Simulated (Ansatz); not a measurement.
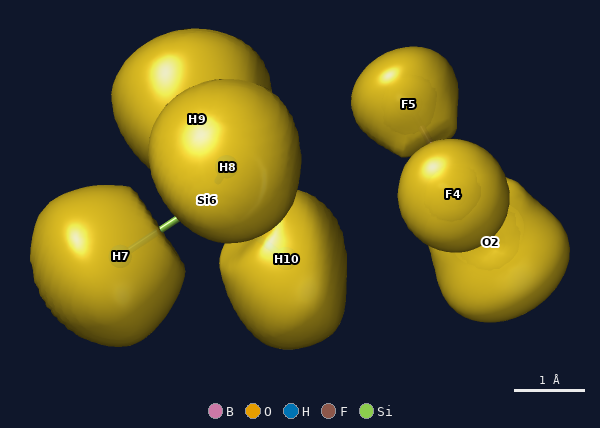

Figure 1: BF2HO···SiH4. Isosurface of the ELF at 0.75 (yellow), seen from one side. Only the valence region is drawn (cores and ρ < 0.01 e/Å³ removed).

Theory: Ansatz 0.2.0, RKS r2SCAN-D4/def2-SVP.

```xyz
10

B    -0.0330   -0.5497    0.0711
O    -0.1699   -1.3056    1.1754
H    -1.0244   -1.1824    1.6074
F     1.0982   -0.5821   -0.6098
F    -1.0117    0.2402   -0.3737
Si    0.1485    2.8326    1.1292
H     0.7749    3.9030    1.9562
H     0.8961    2.6813   -0.1503
H    -1.2757    3.1726    0.8534
H     0.2094    1.5448    1.8838
```

Question: Where are the electrons localised?

Answer: The ELF exceeds this value in four regions around hydrogen nuclei, two regions on F in which the atom's valence shell and bonds are merged and one joined region spread over several atoms (H, O), in which their bonds and any lone pairs are merged. Profiles from the grid: Si6···B1 (3.55 Å): the ELF dips to about 0 between them; a non-bonded, intermolecular contact. B–F (1.32 Å): the ELF peaks at about 0.85 between the atoms; a shared but strongly polarised pair.
